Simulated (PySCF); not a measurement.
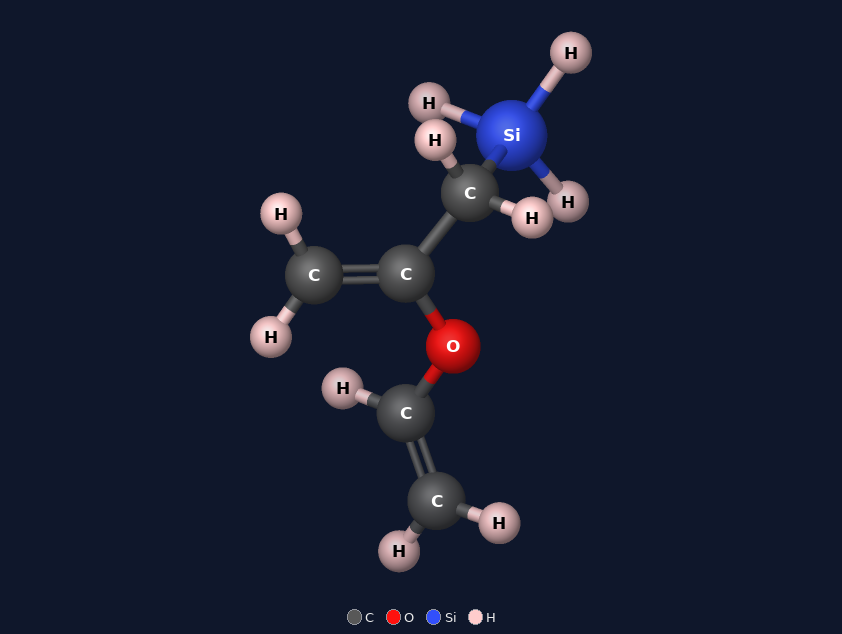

The picture shows a molecular structure as a ball-and-stick model. Double and triple bonds are drawn as two and three sticks.

The geometry was computed by an optimisation with PBE0-D3(BJ)/def2-SVP. No frequency run is at hand to confirm it as a minimum.

Identify the structure.

Formula C₅H₁₀OSi. As SMILES it reads `C=COC(=C)C[SiH3]`. It has no ring. Among its groups: ether, alkene, Si–H bond. This geometry has C1 symmetry. Coordination: 4 C trigonal planar; 1 O bent; 1 C tetrahedral; 1 Si tetrahedral.

The parts below concern this one geometry. Atoms keep their numbers from picture to picture.

### Shape

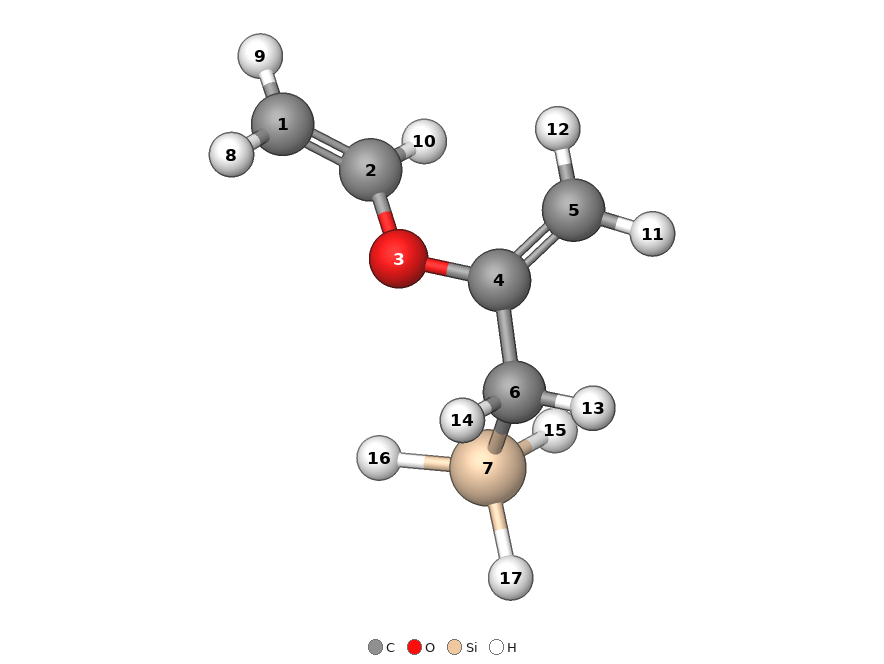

No frequency run is at hand to confirm it as a minimum.

List the bonds and their lengths.

```tsv
bond	length (Å)	order
C1–C2	1.331	double
C1–H8	1.092	single
C1–H9	1.090	single
C2–O3	1.357	single
C2–H10	1.097	single
O3–C4	1.364	single
C4–C5	1.340	double
C4–C6	1.491	single
C5–H11	1.090	single
C5–H12	1.091	single
C6–Si7	1.899	single
C6–H13	1.099	single
C6–H14	1.104	single
Si7–H15	1.495	single
Si7–H16	1.492	single
Si7–H17	1.496	single
```

### Levels of theory compared

No frequency run is at hand to confirm it as a minimum. Program: PySCF 2.14.0.

Tabulate HOMO–LUMO gap (eV), dipole (D), HOMO energy (eV) at these levels: BHandHLYP/aug-pcX-1 (pcseg-1 on H) (def2-SVPD on Si); CAM-B3LYP/def2-SVPD; CAM-B3LYP/def2-SVPD in dimethylsulfoxide (IEF-PCM); CAM-B3LYP/def2-SVPD in tetrahydrofuran (IEF-PCM); PBE0/pcSseg-1 in dimethylsulfoxide (IEF-PCM); PBE0/pcSseg-1 in tetrahydrofuran (IEF-PCM).

```tsv
level	HOMO–LUMO gap (eV)	dipole (D)	HOMO energy (eV)
BHandHLYP/aug-pcX-1 (pcseg-1 on H) (def2-SVPD on Si)	8.20	0.62	−7.59
CAM-B3LYP/def2-SVPD	8.92	0.63	−7.91
CAM-B3LYP/def2-SVPD in dimethylsulfoxide (IEF-PCM)	8.96	0.98	−7.90
CAM-B3LYP/def2-SVPD in tetrahydrofuran (IEF-PCM)	8.95	0.89	−7.89
PBE0/pcSseg-1 in dimethylsulfoxide (IEF-PCM)	6.66	0.96	−6.60
PBE0/pcSseg-1 in tetrahydrofuran (IEF-PCM)	6.65	0.88	−6.58
```

### Quadrupole coupling

No frequency run is at hand to confirm it as a minimum. Electric field gradients from the ground-state density, PBE0/pcSseg-1 in dimethylsulfoxide (IEF-PCM) (PySCF 2.14.0), non-relativistic apart from any core potentials.

Give the largest field-gradient component, the quadrupole coupling constant and the asymmetry for 17O at O3 (Q = −25.6 mb).

| atom | V_zz (a.u.) | e²qQ/h (MHz) | η |
| --- | --- | --- | --- |
| O3 | 1.785 | −10.74 | 0.50 |

### Charges

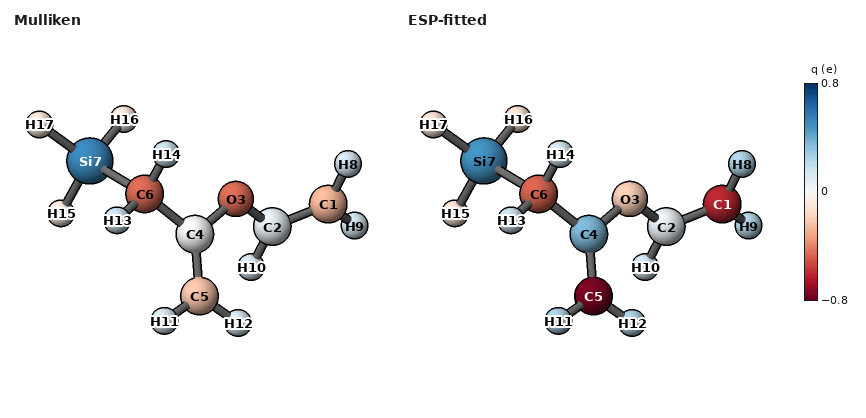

Atomic charges of one calculation by 2 schemes, on one colour scale. No frequency run is at hand to confirm it as a minimum. Computed with PBE0/pcSseg-1 in dimethylsulfoxide (IEF-PCM) (PySCF 2.14.0).

Which scheme gives the most polar picture (largest mean size of the charges)?

Answer. The ESP-fitted charges are the largest in size here.

On which atom do the schemes disagree most?

Answer. On C5 (from −0.76 to −0.22 e).

List the charges (e), one line for each set of equivalent atoms.

```csv
atom,Mulliken,ESP-fitted
C1,−0.26,−0.61
C2,0.06,0.06
O3,−0.44,−0.19
C4,0.00,0.36
C5,−0.22,−0.76
C6,−0.45,−0.47
Si7,0.51,0.48
H8,0.14,0.24
H9,0.15,0.23
H10,0.14,0.16
H11,0.14,0.26
H12,0.14,0.25
H13,0.17,0.18
H14,0.18,0.15
H15,−0.09,−0.12
H16,−0.08,−0.12
H17,−0.09,−0.12
```

Mulliken values depend strongly on the basis set and can even reverse the polarity of a bond.
